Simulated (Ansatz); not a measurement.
Take AlN in the wurtzite structure (space group P6_3mc, No. 186; a = 3.1138 Å, c = 4.9833 Å) as the base. Axes: x lies along a and z along c of the hexagonal cell.

Modification: biaxial strain −1.20 %, plane normal [001], relaxed out of plane (Cartesian); in-plane vectors clamped, the third vector and the atoms free.

Computed with PBEsol/PAW in Ansatz (an electronic-structure program), no spin-orbit coupling.

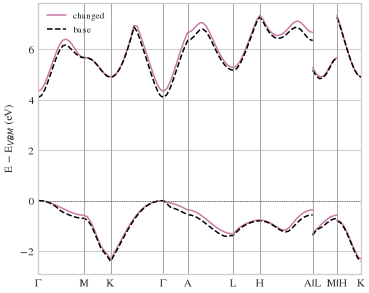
Figure: Highest valence and lowest conduction band along the path, each from its own valence-band maximum

The gap is 4.34 eV, direct at Γ; the base has 4.09 eV.

Stability against distortions was not tested.
